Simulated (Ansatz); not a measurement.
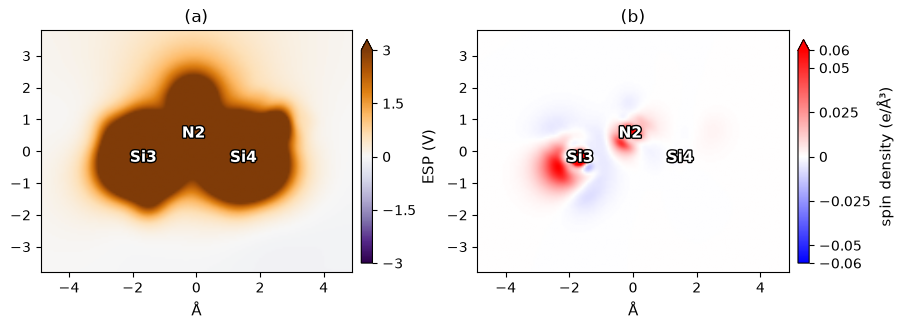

Figure 1: ClH$_{5}$NSi$_{2}$ (SMILES [SiH2]N[SiH2]Cl) (doublet). (a) electrostatic potential; (b) spin density on the plane of atoms Si3, N2 and Si4.

Geometry: B3LYP-D3(BJ)/def2-SVP.

Computed with isolated molecule in a Gaussian basis; Kohn-Sham density functional theory, functional PBE0 (Ansatz).

The calculation's input:

```
crystal:
  periodic: [false, false, false]
  atoms:
    - {symbol: Cl, position_ang: [-2.021380, 1.106156, 0.401306]}
    - {symbol: "N", position_ang: [0.586628, -0.341025, -0.721150]}
    - {symbol: Si, position_ang: [1.885110, -0.536591, 0.447353]}
    - {symbol: Si, position_ang: [-0.443585, 1.032539, -0.963802]}
    - {symbol: H, position_ang: [-1.048428, 0.944013, -2.316172]}
    - {symbol: H, position_ang: [0.250221, -1.207914, -1.140241]}
    - {symbol: H, position_ang: [2.950882, -1.405808, -0.153826]}
    - {symbol: H, position_ang: [0.360564, 2.261334, -0.769041]}
    - {symbol: H, position_ang: [2.412890, 0.837026, 0.721582]}
basis:
  gaussian:
    orbitals: def2-TZVPD
total_charge: 0
magnetization:
  spin_polarized: true
  initial_magnetization: 1
hamiltonian:
  xc: pbe0
output: {forces: true, orbitals: {seedname: orbitals}}
```

Command:

```sh
ansatz run input.yaml --threads 2 --pin off --max-ram 4350MiB --events-out events.jsonl --progress --plain --runs-dir runs
```

### Read the bonding off the picture.

The section cuts through N and Si sites.
The unpaired spin (1 electron) lies mostly on Si3 (about 0.8) and N2 (about 0.1), in electrons by Hirshfeld's partition.
The potential has no marked negative region in this plane.
